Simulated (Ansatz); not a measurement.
# CHClF3Si (charge +1): what the fields show

| atom | x (Å) | y (Å) | z (Å) |
| --- | --- | --- | --- |
| C | 0.8844 | 2.2779 | 1.9005 |
| Cl | -0.6995 | 0.1647 | 2.4931 |
| F | 1.8042 | 2.0178 | 1.0593 |
| F | -1.2355 | 1.8203 | -0.0595 |
| F | -1.8978 | 2.9931 | 2.2595 |
| Si | -0.9681 | 1.9432 | 1.5046 |
| H | 1.2727 | 2.5408 | 2.9141 |

Geometry: BLYP-D3(BJ)/def2-SVP.

All numbers below come from Ansatz 0.2.0, isolated molecule in a Gaussian basis; Kohn-Sham density functional theory, functional PBE0.

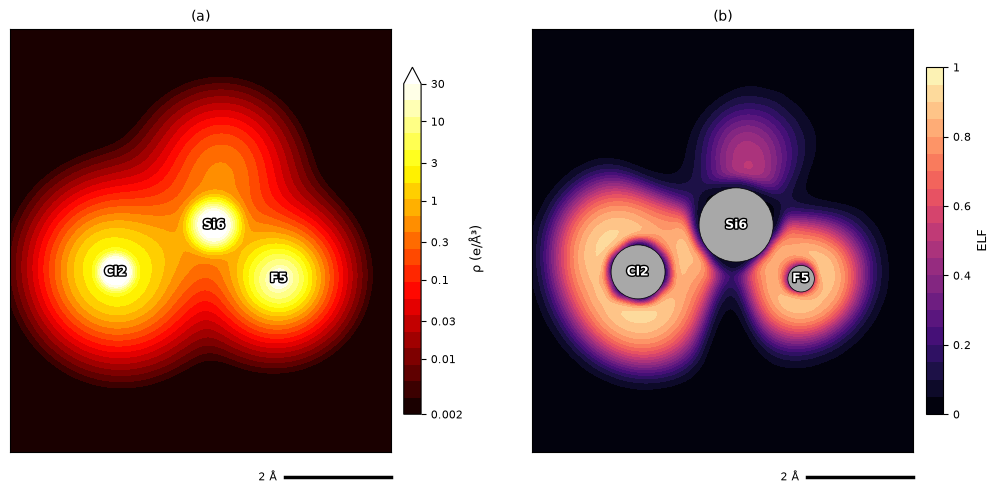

Figure 1. (a) electron density; (b) electron localisation function on the plane of atoms Cl2, Si6 and F5. Grey discs cover the atomic cores in the ELF map.

What does the map show?

Answer. Atoms in the plane: Cl, F and Si. Si–F (1.59 Å): the density is about 1.2 e/Å³ at the midpoint; the ELF peaks at about 0.80 in the valence shell of F, 0.6 Å from its nucleus, and is about 0.55 at the midpoint. Si–Cl (2.05 Å): the density is about 0.93 e/Å³ at the midpoint; the ELF peaks at about 0.85 between the atoms: a shared but strongly polarised pair. The ELF also peaks beside Cl2 and F5, away from the bonds: lone-pair regions.

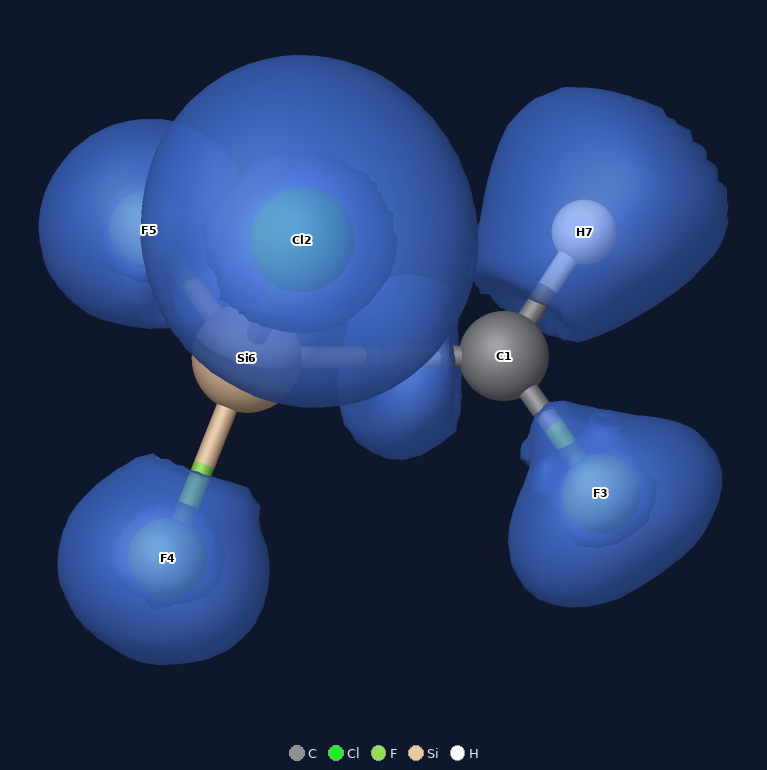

Figure 2. Isosurface of the ELF at 0.75 (blue), seen at a tilt. Only the valence region is drawn (cores and ρ < 0.01 e/Å³ removed).

Describe the localisation domains.

Answer. The surface consists of one region between bonded C–Si atoms (shared pairs), one region around a hydrogen nucleus, one region on Cl in which the atom's valence shell and bonds are merged, one region on F in which the atom's valence shell and bonds are merged and two regions wrapped around F (its lone pairs, merged into a ring or cap). Along the contacts the grid gives the following. C–F (1.27 Å): the ELF peaks at about 0.80 between the atoms; a polar covalent bond.

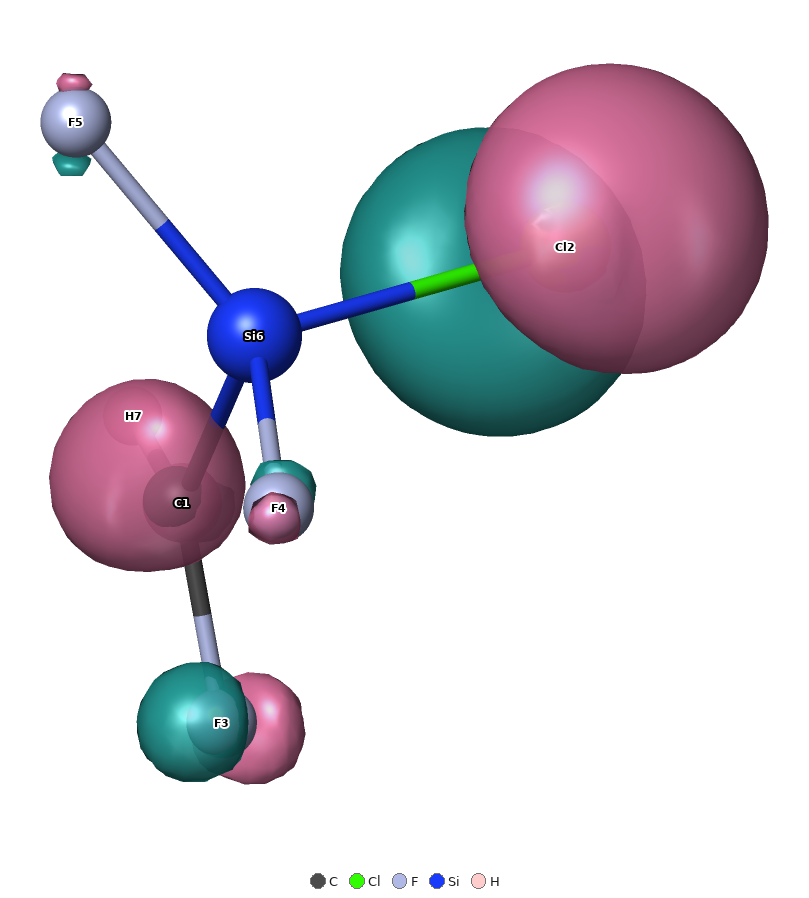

Figure 3. The HOMO−1 at ±0.2 Å⁻³ᐟ² (teal and pink are the two phases), seen at an oblique angle.

Describe this orbital and give its energy.

Answer. By Hirshfeld shares it lies mainly on Cl2 (about 70 %), C1 (about 10 %) and Si6 (about 10 %); largely a lone pair of Cl2. Its energy is −15.90 eV.
